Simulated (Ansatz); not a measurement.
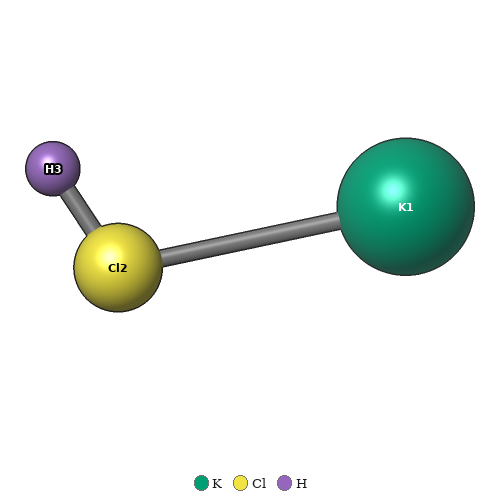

The system is ClHK, charge +1; the picture shows the reference structure. The turn is about an axis along (0.88, 0.47, 0.00) in the frame of the relaxed pair, normal to the line between the partners. The first coordinate is: distance Cl2···K1; the second: turn of K1 about Cl2. The scan uses a 13 × 13 grid. Points are written as (first, second). All energies are given in eV relative to the ion and the molecule far apart, frozen as in the relaxed pair, each in its own basis (no counterpoise correction). Level of theory: Ansatz, RKS r2SCAN0-D4/def2-TZVPD.

Its coordinates:

```xyz
3

K     0.0308   -0.0576   -2.3149
Cl    0.2476   -0.4625    0.8428
H    -0.2785    0.5200    1.4721
```

Range: distance Cl2···K1 from 2.680 to 5.280 Å; turn of K1 about Cl2 from −60 to 60°.

### Predict the map.

The lowest grid point is at (3.239 Å, 0°), −0.308 eV from the ion and the molecule far apart, frozen as in the relaxed pair, each in its own basis (no counterpoise correction). It is the only kind of minimum in the scanned range. The highest grid point, (2.680 Å, 60°), lies 0.866 eV above the lowest. Round the minimum the two coordinates are nearly uncoupled.

| turn of K1 about Cl2 ↓, distance Cl2···K1 → | 2.680 | 2.761 | 2.892 | 3.054 | 3.239 | 3.444 | 3.666 | 3.903 | 4.154 | 4.418 | 4.695 | 4.982 | 5.280 |
| --- | --- | --- | --- | --- | --- | --- | --- | --- | --- | --- | --- | --- | --- |
| 60 | 0.558 | 0.408 | 0.244 | 0.128 | 0.065 | 0.038 | 0.027 | 0.022 | 0.027 | 0.032 | 0.036 | 0.038 | 0.039 |
| 50 | 0.313 | 0.192 | 0.064 | −0.020 | −0.058 | −0.066 | −0.065 | −0.053 | −0.038 | −0.024 | −0.012 | −0.004 | 0.003 |
| 40 | 0.156 | 0.049 | −0.061 | −0.129 | −0.154 | −0.152 | −0.139 | −0.117 | −0.093 | −0.072 | −0.055 | −0.041 | −0.030 |
| 30 | 0.057 | −0.044 | −0.148 | −0.208 | −0.225 | −0.216 | −0.196 | −0.167 | −0.138 | −0.111 | −0.089 | −0.071 | −0.057 |
| 20 | −0.005 | −0.104 | −0.204 | −0.260 | −0.273 | −0.259 | −0.235 | −0.202 | −0.169 | −0.140 | −0.115 | −0.094 | −0.077 |
| 10 | −0.042 | −0.139 | −0.236 | −0.289 | −0.300 | −0.283 | −0.257 | −0.223 | −0.188 | −0.158 | −0.131 | −0.110 | −0.092 |
| 0 | −0.061 | −0.155 | −0.249 | −0.299 | −0.308 | −0.291 | −0.264 | −0.231 | −0.196 | −0.166 | −0.140 | −0.118 | −0.100 |
| −10 | −0.067 | −0.157 | −0.246 | −0.293 | −0.301 | −0.284 | −0.259 | −0.227 | −0.195 | −0.166 | −0.141 | −0.121 | −0.103 |
| −20 | −0.063 | −0.148 | −0.232 | −0.276 | −0.283 | −0.268 | −0.245 | −0.216 | −0.187 | −0.160 | −0.138 | −0.119 | −0.103 |
| −30 | −0.055 | −0.134 | −0.212 | −0.252 | −0.259 | −0.246 | −0.226 | −0.201 | −0.174 | −0.151 | −0.131 | −0.114 | −0.099 |
| −40 | −0.044 | −0.118 | −0.190 | −0.228 | −0.235 | −0.223 | −0.206 | −0.184 | −0.161 | −0.141 | −0.123 | −0.108 | −0.095 |
| −50 | −0.035 | −0.104 | −0.172 | −0.207 | −0.213 | −0.203 | −0.189 | −0.170 | −0.149 | −0.132 | −0.116 | −0.103 | −0.091 |
| −60 | −0.028 | −0.095 | −0.160 | −0.194 | −0.200 | −0.191 | −0.178 | −0.160 | −0.142 | −0.125 | −0.111 | −0.099 | −0.088 |

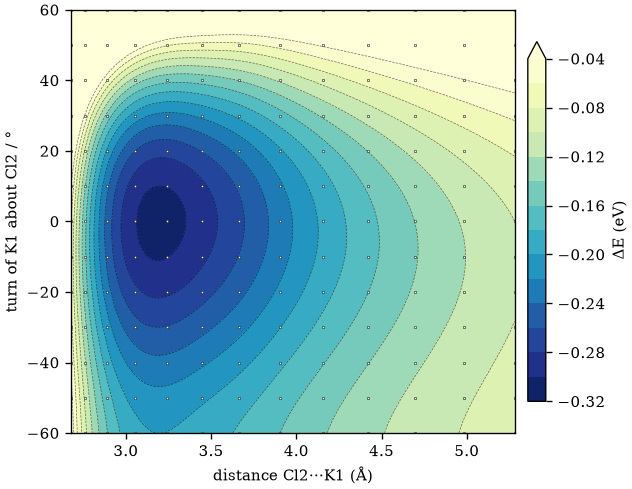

Drawn: filled contours, dots at the grid points, one colour for all values above the top of the scale. Between grid points the surface is interpolated.

The whole map (169 points run) took 12 min on 1 thread of Arm Neoverse V1, on a shared host.
